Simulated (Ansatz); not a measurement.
# WC (Qusongite): the cost of one run

Computed with Ansatz 0.2.0 through its Python package. Level of theory: DFT PBE+D3(BJ) with three-body term, plane waves, PAW.

## Step 1: The structure

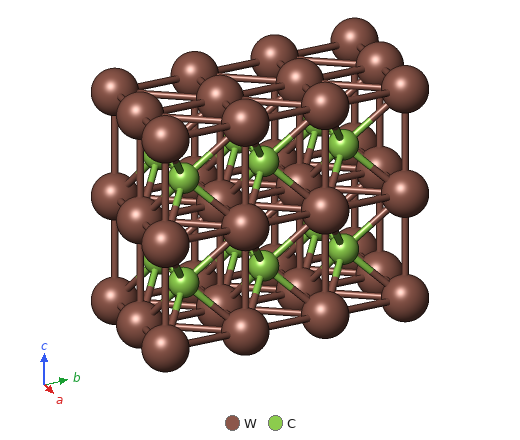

The starting structure, viewed slightly off an axis; tungsten brown, carbon green. 2×3×2 cells are drawn. Atoms on cell faces are repeated.

The script holds or builds the structure itself.

## Step 2: The code

The input, defect_wc.py:

```python
"""A substitution in a supercell of WC, against the perfect cell."""

import ansatz as az
import numpy as np


def main() -> None:
    vectors = np.array([
        [2.9065, 0.0, 0.0],
        [-1.45325, 2.5171, 0.0],
        [0.0, 0.0, 2.8366],
    ])
    structure = (
        az.Lattice.of(vectors)
        .atom("W", (0.0, 0.0, 0.0))
        .atom("C", (2 / 3, 1 / 3, 0.5))
    )
    host = structure.supercell(2)
    defective = host.substitution("Ta", at=(0.0, 0.0, 0.0), replaces="W")

    def settled(structure):
        return (
            structure.calculation()
            .functional("pbe", dispersion="d3bjatm")
            .basis(320)
            .kpoints(mesh=(2, 2, 2), center="gamma")
            .occupations(az.OccupationsMethod.FERMI_DIRAC)
            .band_table()
        )


    perfect = settled(host).run(threads=1).report
    job = settled(defective).forces()
    done = job.run(threads=1)
    rep = done.report

    n_host, n_defect = len(perfect["lattice"]["sites"]), len(rep["lattice"]["sites"])
    print(f"perfect cell: {n_host} atoms, F = {perfect['free_energy_ev']:.4f} eV")
    print(f"defect cell:  {n_defect} atoms, F = {rep['free_energy_ev']:.4f} eV")
    # chemical potentials are still to be added to this difference
    print(f"difference {rep['free_energy_ev'] - perfect['free_energy_ev']:.4f} eV (no chemical potentials)")


    for site in done.lattice.sites:
        print(f"{site.symbol:2s}", " ".join(f"{v:8.4f}" for v in site.position_ang))


if __name__ == "__main__":
    main()
```

## Step 3: The input behind the calls

The engine receives this input (first run):

```yaml
crystal:
  lattice:
    - [2.9065, 0.0, 0.0]
    - [-1.45325, 2.5171, 0.0]
    - [0.0, 0.0, 2.8366]
  atoms:
    - { symbol: W, position: [0.0, 0.0, 0.0] }
    - { symbol: C, position: [0.6666666666666666, 0.3333333333333333, 0.5] }
  supercell: [2, 2, 2]
basis:
  ecutwfc: 320.0
kpoints:
  mp_grid:
    grid: [2, 2, 2]
    shift: [0.0, 0.0, 0.0]
hamiltonian:
  xc: pbe
  dispersion: d3bjatm
scf:
  occupations:
    method: fermi_dirac
output:
  eigenvalues: true
```

## Step 4: The run

The run is started by

```
$ python defect_wc.py
```

**Question.** How long does this script take on 1 thread of Arm Neoverse N1, shared host, and how much memory does it need?

About 14 s, with a peak of 0.47 GiB.
